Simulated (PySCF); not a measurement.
Run report: Fe⁻, atomic calculation

System: Fe⁻, configuration 1s2 2s2 2p6 3s2 3p6 3d7 4s2, multiplicity 4.
Method: unrestricted PBE0, aug-cc-pwCVTZ-DK, spin-free X2C-1e, Gaussian nucleus (PySCF).

## Results in brief

| quantity | value |
| --- | --- |
| outcome | converged; a filled orbital lies above zero |
| total energy | −1272.4068 hartree |
| ⟨S²⟩ | 3.799 |
| ⟨L²⟩ | 12.03 |
| SCF iterations | 9 |
| hardware | 1 CPU thread, shared host |
| CPU time | 6.2 s (integrals apart) |

## Notes

The highest filled orbital (3d, 1.33 eV) lies above zero. That is common for anions, where the functional's self-interaction leaves the outer electrons unbound; only the finite basis holds them, so such levels depend on it.

## Input file
```python
from pyscf import gto, scf, dft, mp, cc
import basis_set_exchange as bse
mol = gto.M(atom="Fe 0 0 0", charge=-1, spin=3, symmetry="D2h",
            basis=gto.basis.parse(bse.get_basis("aug-cc-pwCVTZ-DK", elements=["Fe"], fmt="nwchem")),
            nucmod="G")
mf = dft.UKS(mol, xc="PBE0").sfx2c1e()
mf.irrep_nelec = {'Ag': (6, 5), 'B1g': (1, 1), 'B2g': (1, 0), 'B3g': (1, 0), 'B1u': (2, 2), 'B2u': (2, 2), 'B3u': (2, 2)}
mf.kernel()
```

The script is an equivalent of what the driver set up; the driver started from orbitals of its own, so the log can be shorter than this script's would be, and it computed the properties (radii, ⟨L²⟩, response) afterwards. It held the occupations shell by shell, which the script's counts by irreducible representation don't always enforce.

## Log (extracts)
```
damping factor = 0
level_shift factor = 0
DIIS = <class 'pyscf.scf.diis.CDIIS'>
diis_start_cycle = 1
diis_space = 10
diis_damp = 0
SCF conv_tol = 1e-09
SCF conv_tol_grad = None
number electrons alpha = 15  beta = 12
XC functionals = PBE0
    C. Adamo and V. Barone.,  J. Chem. Phys. 110, 6158 (1999)
    M. Ernzerhof and G. E. Scuseria.,  J. Chem. Phys. 110, 5029 (1999)
cycle= 1 E= -1272.39969336818  delta_E= -0.0205  |g|= 0.173  |ddm|= 1.31
cycle= 2 E= -1272.36928731911  delta_E= 0.0304  |g|= 0.427  |ddm|= 0.525
cycle= 3 E= -1272.40671582994  delta_E= -0.0374  |g|= 0.00719  |ddm|= 0.278
cycle= 4 E= -1272.40678957486  delta_E= -7.37e-05  |g|= 0.00958  |ddm|= 0.0516
cycle= 5 E= -1272.4068339641  delta_E= -4.44e-05  |g|= 0.00115  |ddm|= 0.0429
cycle= 6 E= -1272.40684044664  delta_E= -6.48e-06  |g|= 0.000678  |ddm|= 0.0245
cycle= 7 E= -1272.40684086633  delta_E= -4.2e-07  |g|= 5.9e-05  |ddm|= 0.00671
cycle= 8 E= -1272.40684087033  delta_E= -4e-09  |g|= 3.19e-05  |ddm|= 0.000543
cycle= 9 E= -1272.40684087068  delta_E= -3.49e-10  |g|= 5.12e-06  |ddm|= 9.3e-05
converged SCF energy = -1272.40684087068  <S^2> = 3.799068  2S+1 = 4.0244592
```

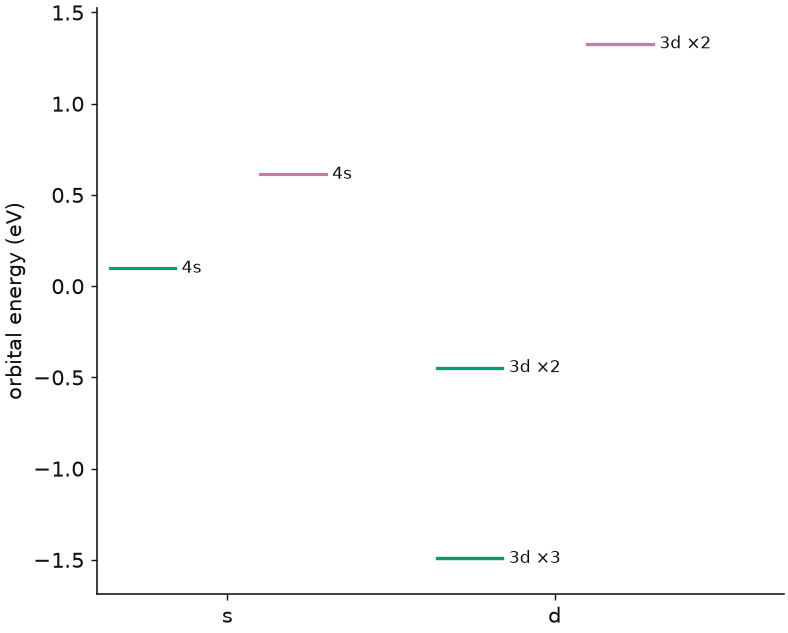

Orbital energies of the mean field, from the top down to −1.49 eV, by angular momentum, α spin at the left of each column and β at the right; ×n counts the orbitals under one label. The highest filled orbital is 3d β at 1.33 eV, the lowest empty one p β at 2.60 eV. A filled level above zero isn't a property of the atom (see the remarks).

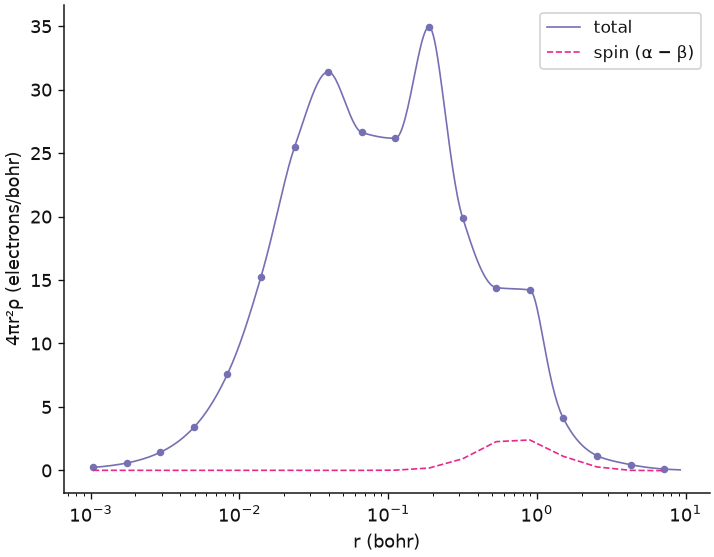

Spherically averaged radial density 4πr²ρ of the mean field and its spin part; markers are the stored points, which are sparse, and the line is a monotone interpolation between them. The largest stored value is 34.9 electrons/bohr at r = 0.19 bohr. Root-mean-square radii of the shells: 2p 0.261, 2s 0.289, 3s 0.875, 3p 0.942, 3d 1.58, 4s 4.68 bohr. That of 3d and 4s is set by the basis, since the level lies above zero.
